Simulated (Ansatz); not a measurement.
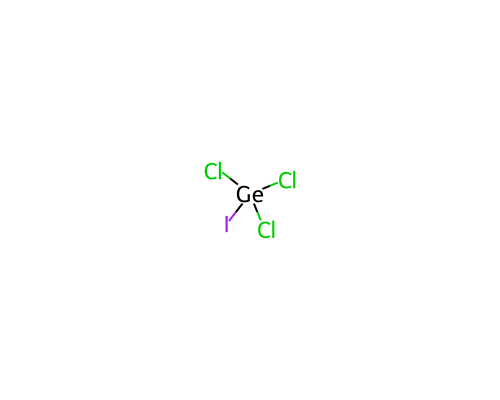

Skeletal drawing of a molecule.

Transcribe the drawing into SMILES.

Answer. [Cl][Ge]([Cl])([Cl])[I]

What is the molecular formula?

Answer. GeICl3.

An optimisation with PBE0-D4/def2-TZVP gave a structure of which point group?

Answer. C3v.

More results for the same structure follow; atom numbers are the same in all pictures, views and colours differ. The geometry was computed by an optimisation with PBE0-D4/def2-TZVP.

Shape

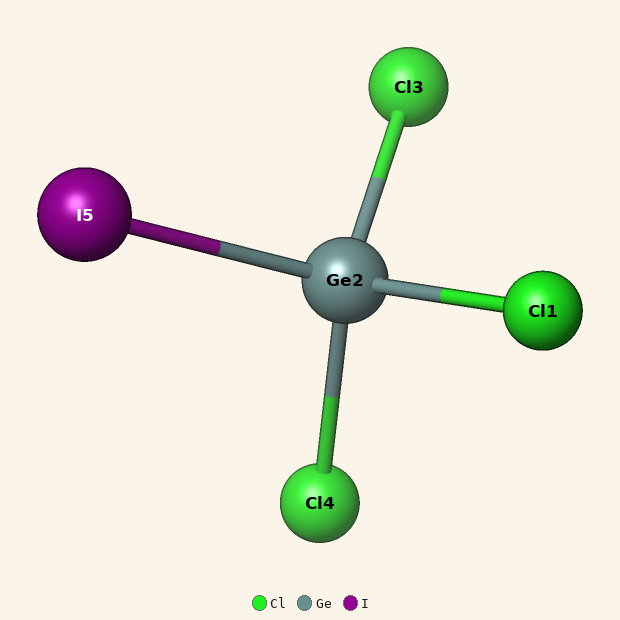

The atoms are numbered.

Describe the coordination of atom 2.

Answer. Ge2 has 4 neighbours (Cl1 at 2.12, Cl3 at 2.12, Cl4 at 2.12, I5 at 2.48 Å); the arrangement is tetrahedral.

Vibrations

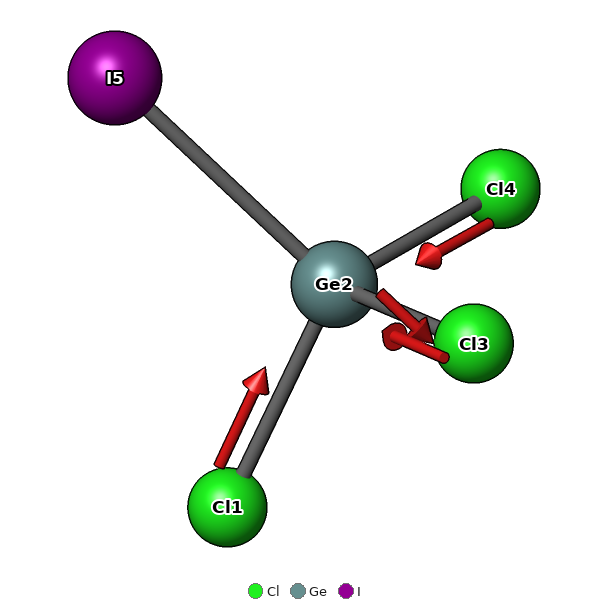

The arrows show one normal mode. Harmonic vibrations computed with RKS PBE0-D4/def2-TZVP, core potentials on I (Ansatz 0.2.0) at a stationary point of the same level.

Describe the motion.

Answer. Mostly in-phase stretching of 3 Ge–Cl bonds.

Estimate its harmonic wavenumber.

Answer. 417 cm⁻¹; it is mode 7 of 9 counted from the lowest.

Thermal motion

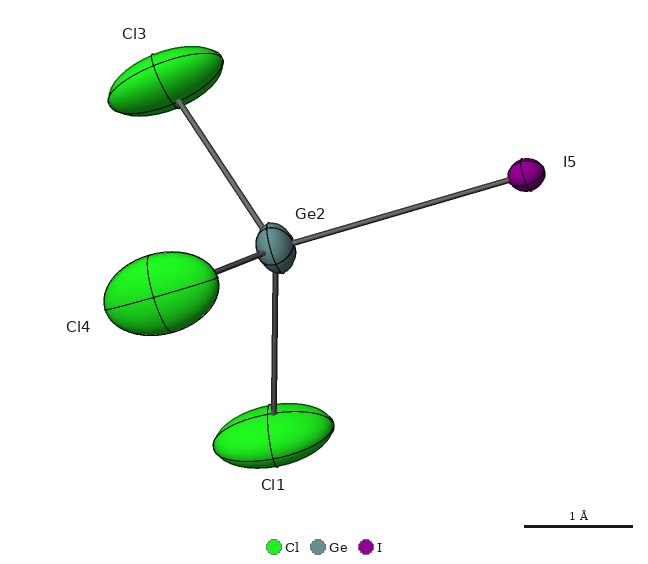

Displacement ellipsoids at the 50 % level, enlarged 3 times, from the internal vibrations of the free molecule (harmonic, no overall translation or rotation; no half-axis is drawn under 0.075 Å). Vibrations computed with RKS PBE0-D4/def2-TZVP, core potentials on I (Ansatz 0.2.0). Temperature: 400 K.

Which atom moves most?

Answer. Cl1, Cl3, Cl4, with U_eq = 0.0081 Å².

Give the displacement parameters, one line for each set of equivalent atoms.

| atom | U_eq (Å²) | rms amplitudes (Å) |
| --- | --- | --- |
| Cl1, Cl3, Cl4 | 0.0081 | 0.053, 0.080, 0.123 |
| Ge2 | 0.0023 | 0.038, 0.053, 0.053 |
| I5 | 0.0012 | 0.034, 0.034, 0.037 |

Dipole moment

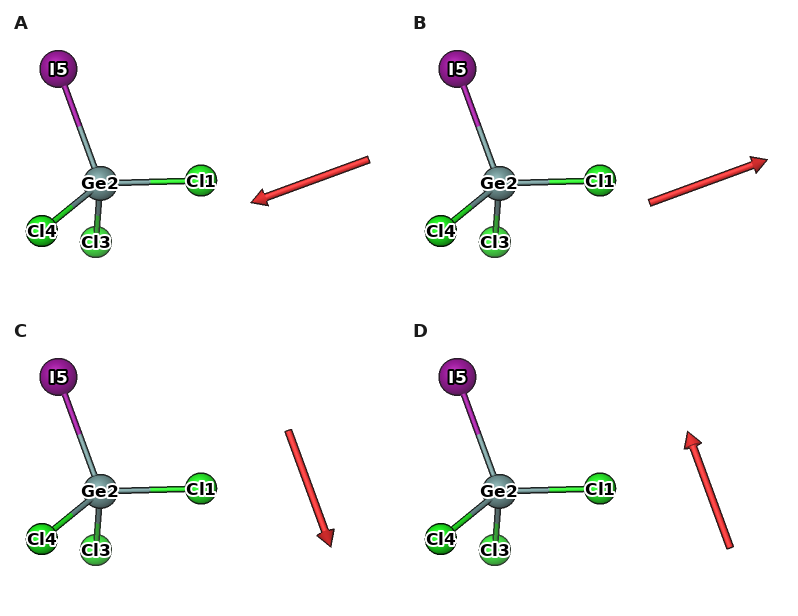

The same molecule four times, each with an arrow. Level of theory: RKS PBE-D4/def2-TZVPP, core potentials on I (Ansatz 0.2.0).

Which arrow points along the dipole moment, from the negative to the positive end?

Answer. D. The dipole moment is 0.98 D; it points from the side of Cl1, Cl3, Cl4 to the side of I5 (the outermost atoms at the two ends).
